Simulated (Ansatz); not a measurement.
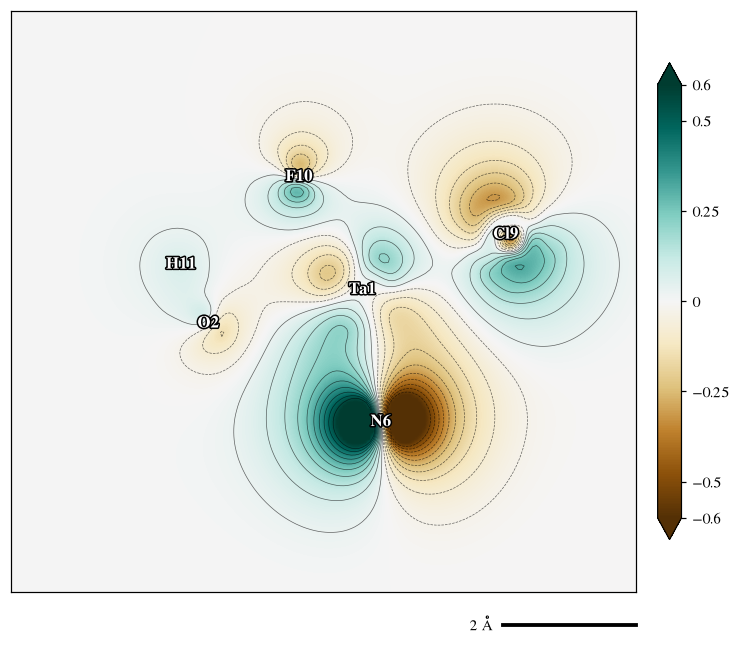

Cl3FH4NOTa. One frontier orbital on the plane of atoms O2, Ta1 and N6 (values in Å⁻³ᐟ²; the overall sign is arbitrary).

Core potentials replace the inner electrons of Ta.

Theory: RKS PBE/def2-SVP (Ansatz 0.2.0).

```xyz
11

Ta   -0.2837   -0.4869   -0.2229
O     1.9873    0.1882   -0.2224
H     2.2058    0.3232    0.7246
Cl    0.1780   -0.5166    2.1185
Cl   -0.1486    0.0063   -2.5115
N    -0.7068    1.4511    0.0393
H    -0.7529    1.9244    0.9491
H    -0.7229    2.1467   -0.7153
Cl   -2.3621   -1.4870   -0.1450
F     0.7839   -2.0878   -0.4806
H     2.4566   -0.6401   -0.4631
```

Which orbital is it: HOMO or LUMO?

Answer. The HOMO, at −6.65 eV. By Hirshfeld shares it lies mainly on N6 (about 55 %), Cl9 (about 15 %) and Ta1 (about 10 %).
